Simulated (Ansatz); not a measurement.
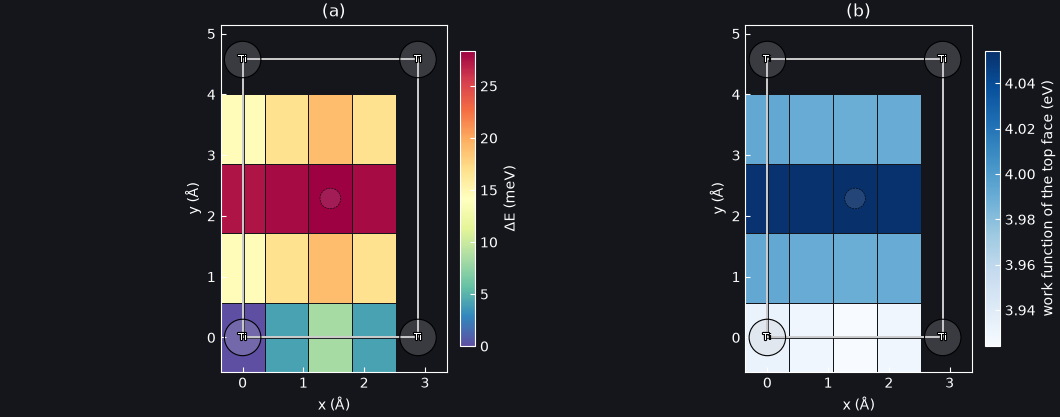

CO on a Ti(100) slab cut from the P6_3/mmc phase, its upper half relaxed before the scan (12 atoms of substrate and one adsorbate in a 2 × 1 cell). CO (O end down) is moved over the surface cell at a fixed height above a rigid substrate; the origin of the map has the adsorbate above Ti11; the height is held at 3.70 Å. Places are given modulo a cell vector. The map is drawn in real space over the plane of the surface. The scan uses a 4 × 4 grid; 9 points were computed and 7 follow by symmetry. Places are given in fractions of the 1 × 1 surface cell. Energies are in meV, from the lowest grid point. At a fixed height the lowest place need not be the adsorption site. The runs have no spin polarisation; a magnetic state may lie lower. All numbers below come from DFT PBE+D3(BJ), scalar-relativistic, plane waves, PAW (Ansatz). Settings: cutoff 420 eV, k-mesh 5×6×1, gaussian smearing 0.1 eV, no spin polarisation.

Panel (a) is the energy; panel (b) is the computed work function of the top face, in eV.

Drawn: one coloured cell a grid point, labelled circles for the atoms of the top layer and small ones for the second layer, the outline of one cell of the plane.

How does the work function of the top face vary over the map, and what is it at the lowest grid point?

Answer. It runs from 3.92 eV at a bridge site between two Ti atoms, over a third-layer Ti atom, (2/4, 0/4) of the cell vectors to 4.05 eV at a fourfold hollow over a second-layer Ti atom, (2/4, 2/4) of the cell vectors. At the lowest grid point, the top site over a surface Ti atom, (0/4, 0/4) of the cell vectors, it is 3.93 eV.

PAW datasets: the set soft_1.
